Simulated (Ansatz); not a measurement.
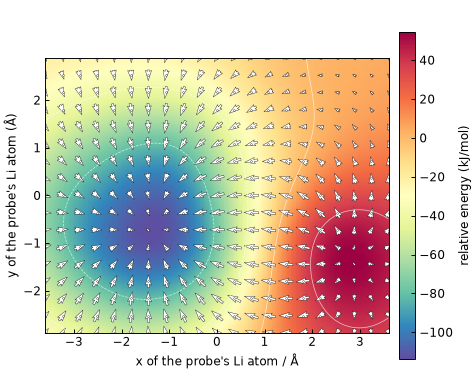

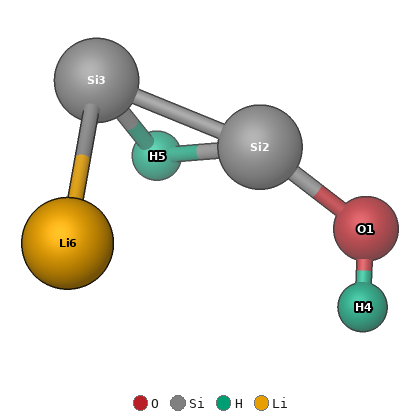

Energy landscape of H₂OSi₂ (SMILES O[Si]#[SiH]) with the probe Li+. 
- The probe is moved over a plane parallel to the molecule's main plane, 2.67 Å above it.
- First axis: x of the probe's Li atom. Second axis: y of the probe's Li atom.
- Nothing is relaxed (molecule and probe rigid).
- Grid: 21 × 17 points.
- Points are written as (first, second).
- All energies are given in kJ/mol relative to molecule and probe far apart, each relaxed in its own basis (no counterpoise correction).
- These are results of RHF/def2-TZVP in Ansatz, not measurements.

The picture shows a smooth colour map with a few white contour lines, dots at the grid points, arrows along the force (downhill), their lengths compressed. Between grid points the surface is interpolated. The second picture is the structure at the lowest point.

### What does the map say about the system?

The lowest grid point is at (−1.44 Å, −0.72 Å) [nearest 1 Si at 2.79 Å], −113 kJ/mol from molecule and probe far apart, each relaxed in its own basis (no counterpoise correction). It is the only kind of minimum in the scanned range. The highest grid point, (2.88 Å, −1.44 Å) [nearest 1 H at 2.34 Å], lies 168 kJ/mol above the lowest. Near the minimum the curvatures are about 0.31 and 0.38 eV/Å² along the soft and the stiff direction.

The values on the grid:

```
y of the probe's Li atom ↓, x of the probe's Li atom →  −3.60  −2.88  −2.16  −1.44  −0.72  0.00  0.72  1.44  2.16  2.88  3.60
                                                  2.88    −21    −23    −25    −26    −23   −17    −9    −3     1     3     5
                                                  2.16    −30    −36    −41    −43    −40   −30   −16    −5     1     4     7
                                                  1.44    −43    −53    −62    −68    −64   −47   −25    −9     2     7    10
                                                  0.72    −56    −71    −83    −91    −85   −61   −33    −9     7    16    19
                                                  0.00    −66    −85    −98   −107   −100   −72   −36    −3    22    32    31
                                                 −0.72    −68    −89   −105   −113   −106   −77   −35     8    40    49    43
                                                 −1.44    −61    −81    −98   −105    −97   −69   −28    16    46    54    48
                                                 −2.16    −47    −63    −76    −81    −73   −50   −17    17    41    48    44
                                                 −2.88    −33    −42    −50    −52    −45   −29    −6    17    33    39    37
```

The table holds every second grid line.

Each point was launched as `ansatz run input.yaml --threads 1 --pin off --max-ram 2560MiB --backend cpu --events-out ev --progress --plain --runs-dir out`. The whole map (357 points run) took 36 min on 1 thread of Arm Neoverse N1, with other jobs on the host.
